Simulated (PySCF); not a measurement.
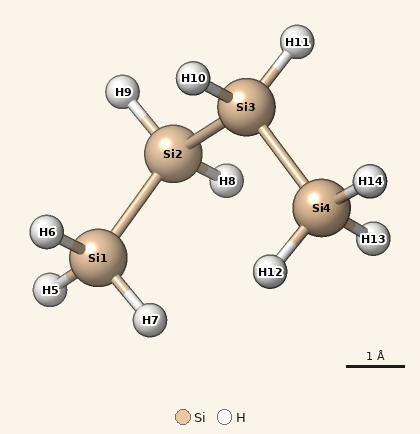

Fig. 1: The input geometry of run 1 (ball-and-stick view, seen at a tilt; atoms are numbered from 1 in the order of the input). Bond lengths as drawn: H–Si 1.50 Å and Si–Si 2.35 Å.

## What a change does: NMR shielding calculation on Si$_{4}$H$_{10}$

System: Si$_{4}$H$_{10}$ (tetrasilane), SMILES [SiH3][SiH2][SiH2][SiH3].
Method of run 1: GIAO PBE0/pcSseg-1 NMR shielding, non-relativistic, gas phase (PySCF 2.14.0).

The geometry comes from this level: PBE0-D3(BJ)/def2-SVP. Text and figures count atoms from 1; the logs count them from 0 in places.

## Input, run 1
```
{"job": {"kind": "nmr", "xc": "PBE0", "basis": "pcSseg-1", "pop": false}, "charge": 0, "multiplicity": 1}
Si     1.991801     1.031695     0.844348
Si     1.285089    -0.918902    -0.250793
Si    -0.975781    -1.293533     0.251850
Si    -2.219729     0.591012    -0.383625
H      3.432653     1.318904     0.566569
H      1.803143     0.876078     2.319813
H      1.169433     2.190399     0.377696
H      1.437174    -0.741224    -1.730156
H      2.124704    -2.082199     0.178068
H     -1.119356    -1.506854     1.727496
H     -1.486929    -2.509635    -0.456552
H     -1.726651     1.789207     0.363332
H     -2.044895     0.837140    -1.848497
H     -3.674634     0.405529    -0.093139
```

The first line tells a small driver script what to run in PySCF; the rest is the geometry in Å.

Launched with:
```bash
OMP_NUM_THREADS=1 python <driver script> task.json out
```

Hardware: 1 CPU thread, shared host.

## Output (run 1)
```
coarse grid: 12696 points
cycle   1  E = -1163.4016934819  dE = -3.963e-01  |g| = 1.411e-01  |ddm| = 3.173e+00
cycle   2  E = -1163.4055259654  dE = -3.832e-03  |g| = 6.798e-02  |ddm| = 2.378e-01
cycle   3  E = -1163.4063508549  dE = -8.249e-04  |g| = 1.764e-02  |ddm| = 9.790e-02
cycle   4  E = -1163.4064586310  dE = -1.078e-04  |g| = 4.665e-03  |ddm| = 3.384e-02
cycle   5  E = -1163.4064674988  dE = -8.868e-06  |g| = 6.264e-04  |ddm| = 8.547e-03
final grid: 101424 points
cycle   6  E = -1163.4270307083  dE = -9.302e-06  |g| = 1.995e-03  |ddm| = 1.172e-02
cycle   7  E = -1163.4270308967  dE = -1.884e-07  |g| = 1.006e-03  |ddm| = 2.327e-03
cycle   8  E = -1163.4270310468  dE = -1.501e-07  |g| = 1.545e-04  |ddm| = 1.146e-03
cycle   9  E = -1163.4270310556  dE = -8.862e-09  |g| = 2.265e-05  |ddm| = 2.666e-04
cycle  10  E = -1163.4270310558  dE = -1.960e-10  |g| = 6.819e-06  |ddm| = 5.071e-05
converged SCF energy = -1163.4270310558

GIAO shielding tensors (ppm)
atom      isotropic    diamagn.    paramagn.     s11        s22        s33       span
  0 Si     457.870     880.138    -422.268    452.168    457.450    463.991     11.824
  1 Si     467.074     881.336    -414.262    459.777    467.595    473.849     14.072
  2 Si     467.083     881.339    -414.255    459.756    467.744    473.750     13.993
  3 Si     457.893     880.160    -422.267    452.222    457.424    464.034     11.812
  4 H       27.548      28.328      -0.780     24.074     24.964     33.607      9.532
  5 H       27.735      29.091      -1.357     24.444     25.939     32.821      8.377
  6 H       27.644      29.610      -1.966     23.708     27.073     32.151      8.443
  7 H       27.811      29.845      -2.034     24.592     25.521     33.319      8.727
  8 H       27.627      29.247      -1.620     23.955     25.125     33.801      9.846
  9 H       27.810      29.799      -1.989     24.593     25.529     33.309      8.715
 10 H       27.628      29.271      -1.643     23.951     25.127     33.807      9.856
 11 H       27.643      29.594      -1.950     23.708     27.070     32.152      8.444
 12 H       27.735      29.179      -1.444     24.443     25.939     32.822      8.379
 13 H       27.550      28.335      -0.785     24.077     24.965     33.608      9.531
```

The input of run 2 differs as follows (lines with − go, lines with + come):
```diff
-"xc": "PBE0"
+"xc": "B97-2"
```

What does this change do to the results?

The total energies belong to different methods, so their difference says nothing on which is more stable or more accurate. The HOMO goes from −8.01 to −7.78 eV. Of all shieldings, the largest change is that of Si1 and Si4, by +0.9 ppm. The functional changes from PBE0 to B97-2. The number of SCF iterations is the same.

## Output (run 2)
```
coarse grid: 12696 points
cycle   1  E = -1163.9645446114  dE = -4.006e-01  |g| = 1.215e-01  |ddm| = 3.182e+00
cycle   2  E = -1163.9685054507  dE = -3.961e-03  |g| = 5.871e-02  |ddm| = 2.576e-01
cycle   3  E = -1163.9693663598  dE = -8.609e-04  |g| = 2.089e-02  |ddm| = 1.062e-01
cycle   4  E = -1163.9695247202  dE = -1.584e-04  |g| = 3.473e-03  |ddm| = 3.688e-02
cycle   5  E = -1163.9695293664  dE = -4.646e-06  |g| = 7.175e-04  |ddm| = 6.820e-03
final grid: 101424 points
cycle   6  E = -1163.9818691451  dE = -2.602e-05  |g| = 4.851e-03  |ddm| = 1.627e-02
cycle   7  E = -1163.9818700822  dE = -9.371e-07  |g| = 1.661e-03  |ddm| = 3.380e-03
cycle   8  E = -1163.9818703214  dE = -2.392e-07  |g| = 3.217e-04  |ddm| = 1.705e-03
cycle   9  E = -1163.9818703620  dE = -4.058e-08  |g| = 2.783e-05  |ddm| = 5.377e-04
cycle  10  E = -1163.9818703621  dE = -1.451e-10  |g| = 6.224e-06  |ddm| = 4.545e-05
converged SCF energy = -1163.9818703621

GIAO shielding tensors (ppm)
atom      isotropic    diamagn.    paramagn.     s11        s22        s33       span
  0 Si     458.796     880.294    -421.497    453.156    457.941    465.292     12.136
  1 Si     467.544     881.574    -414.030    460.398    468.250    473.983     13.585
  2 Si     467.549     881.574    -414.024    460.376    468.393    473.879     13.504
  3 Si     458.817     880.319    -421.501    453.194    457.926    465.333     12.139
  4 H       27.725      28.514      -0.789     24.325     25.180     33.670      9.344
  5 H       27.908      29.350      -1.442     24.681     26.148     32.896      8.215
  6 H       27.819      29.929      -2.110     23.957     27.256     32.245      8.288
  7 H       27.994      30.123      -2.129     24.841     25.743     33.398      8.556
  8 H       27.813      29.444      -1.631     24.226     25.344     33.870      9.644
  9 H       27.994      30.057      -2.064     24.843     25.751     33.388      8.545
 10 H       27.815      29.476      -1.661     24.222     25.347     33.875      9.653
 11 H       27.819      29.908      -2.089     23.958     27.253     32.246      8.288
 12 H       27.908      29.454      -1.546     24.680     26.148     32.897      8.217
 13 H       27.727      28.518      -0.792     24.328     25.181     33.671      9.343
```

## The two runs side by side

| quantity | run 1 | run 2 |
| --- | --- | --- |
| outcome | converged | converged |
| total energy (hartree) | −1163.427031 | −1163.981870 |
| HOMO (eV) | −8.01 | −7.78 |
| LUMO (eV) | −0.24 | −0.23 |
| dipole moment (D) | 0.13 | 0.13 |
| shielding of Si1 (ppm) | 457.9 | 458.8 |
| shielding of Si2 (ppm) | 467.1 | 467.5 |
| shielding of Si3 (ppm) | 467.1 | 467.5 |
| shielding of Si4 (ppm) | 457.9 | 458.8 |
| shielding of H9 (ppm) | 27.6 | 27.8 |
| shielding of H10 (ppm) | 27.8 | 28.0 |
| shielding of H11 (ppm) | 27.6 | 27.8 |
| SCF iterations | 10 | 10 |
| basis functions | 146 | 146 |
| wall time (shared host) | 11 s | 11 s |
